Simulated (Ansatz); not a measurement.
BH3O (SMILES BO)

The calculation's input:

```
crystal:
  periodic: [false, false, false]
  atoms:
    - {symbol: B, position_ang: [-0.226600, -0.352800, 0.074700]}
    - {symbol: O, position_ang: [0.413500, 0.801800, 0.345900]}
    - {symbol: H, position_ang: [-0.820300, -0.865500, 0.977800]}
    - {symbol: H, position_ang: [-0.190600, -0.828900, -1.028100]}
    - {symbol: H, position_ang: [0.874000, 1.171800, -0.411700]}
basis:
  gaussian:
    orbitals: def2-SVP
hamiltonian:
  xc: hf
accuracy: high
output: {forces: true, orbitals: {seedname: orbitals}}
```

Launched as:

```sh
ansatz run job.yaml --threads 1 --pin off --max-ram 2610MiB --events-out events.jsonl --progress --plain --runs-dir runs
```

Geometry: PBE0-D4/def2-TZVP.

These are results of isolated molecule in a Gaussian basis; Hartree-Fock (Ansatz 0.2.0), not measurements.

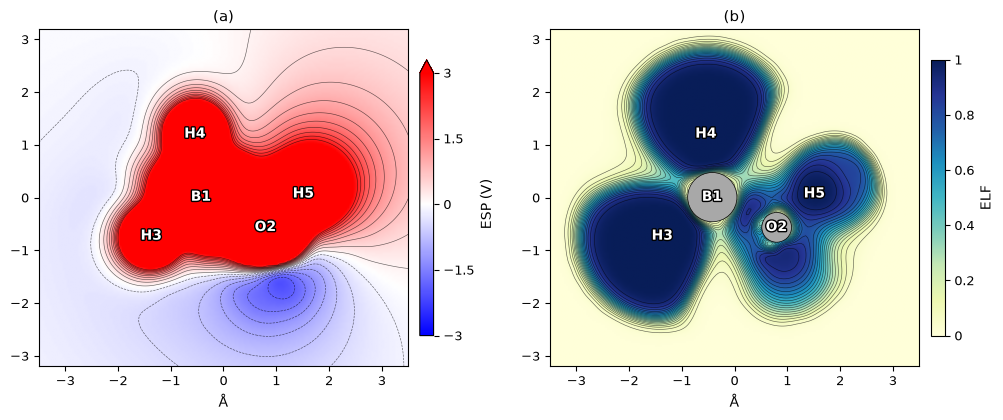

Figure 1. (a) electrostatic potential; (b) ELF on the molecular plane. Grey discs cover the atomic cores in the ELF map.

> Interpret the plot.

Atoms in the plane: B, O and H.
B–O (1.35 Å): the ELF peaks at about 0.90 between the atoms; a polar covalent bond.
O–H (0.96 Å): the ELF climbs to about 1 towards the hydrogen, as it does in any bond to H; an ordinary covalent bond to hydrogen.
B–H (1.20 Å): the ELF climbs to about 1 towards the hydrogen: a covalent bond by its length.
The ELF also peaks beside O2, away from the bonds: lone-pair regions.
Outside the dense part of the molecule the potential is most negative (−2.1 V) near O2.

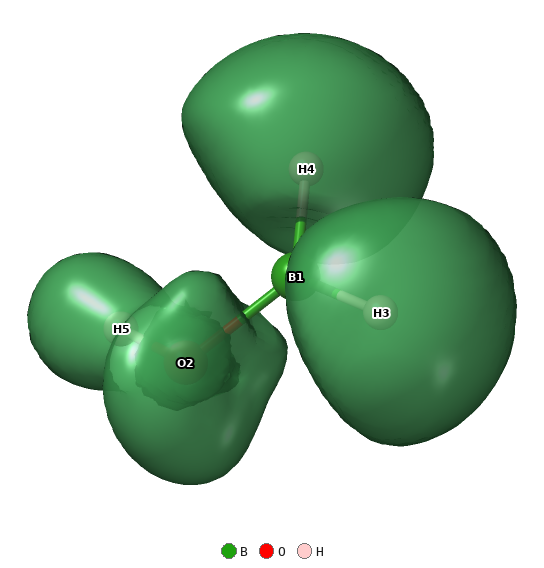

Figure 2. Isosurface of the ELF at 0.75 (green), seen at a tilt. Only the valence region is drawn (cores and ρ < 0.01 e/Å³ removed).

> Where are the electrons localised?

At this value the surface marks out two regions around hydrogen nuclei and one joined region spread over several atoms (H, O), in which their bonds and any lone pairs are merged.

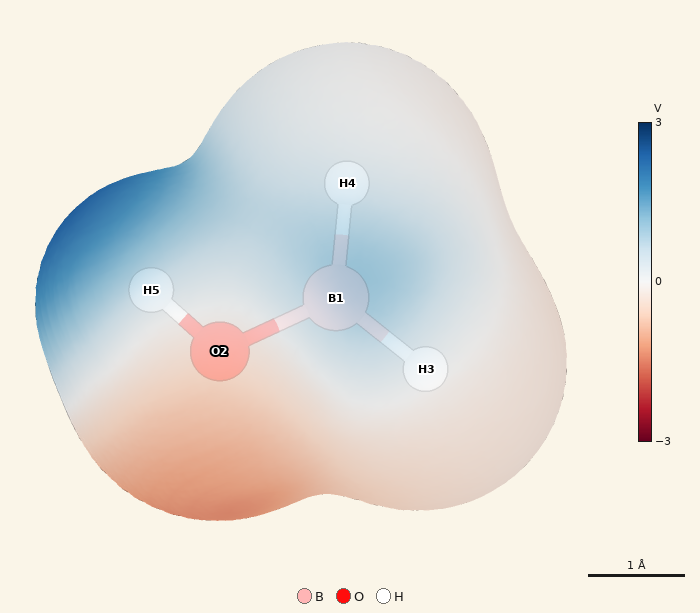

Figure 3. The molecular electrostatic potential painted on the density surface at 0.001 e/bohr³, seen across its widest extent; the colour scale runs from red (negative) to blue (positive).

> Where is the surface potential most negative and most positive?

The most negative region (about −1.4 V) lies over O2, the most positive (about +2.4 V) over H5. O2 is the likeliest acceptor of a hydrogen bond.

> What dipole moment does the calculation give?

Its dipole moment is 1.69 D.
